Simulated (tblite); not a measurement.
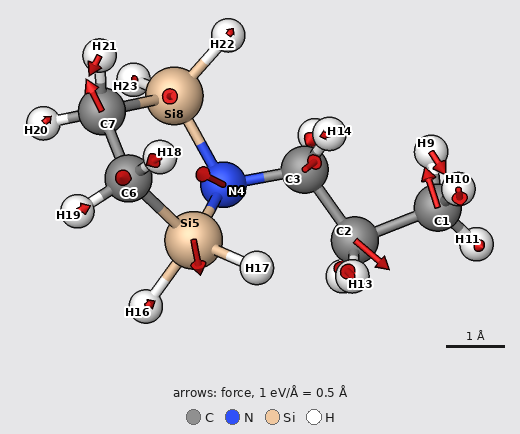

Starting geometry of C₅H₁₅NSi₂ with the computed forces as red arrows. Style: ball-and-stick. Shown at a tilt.

The calculation used tblite 0.8.0, GFN2-xTB geometry optimisation, gas phase. 

> Is this structure relaxed? If not, where do the atoms go?

It isn't relaxed: the largest force vector, on the N atom, is 2.17 eV/Å. The final displacements have little in common with the starting forces (cosine between the two patterns 0.13). The atom that moves furthest after the best rigid fit is an H atom (1.62 Å). By element the largest moves are H 1.62 Å, N 1.24 Å, C 0.88 Å, Si 0.84 Å. Near-neighbour distances that change, for instance: N–Si 1.780 → 1.735 Å, C–Si 1.860 → 1.898 Å, C–H 1.128 → 1.094 Å, C–C 1.504 → 1.532 Å. Bond angles that change, for instance: Si–N–Si 102.8° → 116.4°, C–N–Si 108.8° → 121.5°, N–Si–C 107.6° → 97.0°. Groups turn about C–C by about 25°. After 200 geometry steps the energy has fallen by 109.1 kJ/mol. The run took 2 s on 1 thread of Arm Neoverse V1, with other jobs on the host.
